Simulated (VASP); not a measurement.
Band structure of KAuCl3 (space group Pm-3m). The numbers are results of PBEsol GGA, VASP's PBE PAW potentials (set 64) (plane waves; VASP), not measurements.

Unless said otherwise, spin-orbit coupling is left out, though it shifts the bands of the heavy elements here.

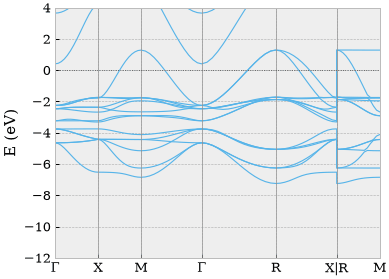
*Bands along high-symmetry lines, zero at the valence-band maximum or, without a gap, the Fermi level*

Read the plot: is there a gap, and where are the band edges?

It has no gap at this level: it comes out as a metal or semimetal. (Edges off the drawn lines would not show.)

The structure comes from a computed database's KAuCl3 entry (Pm-3m); how it stands against other phases isn't given here. It was relaxed first, which changed the volume by -7 %. The electron count is odd and the run is not spin-polarised, which forces a metal.
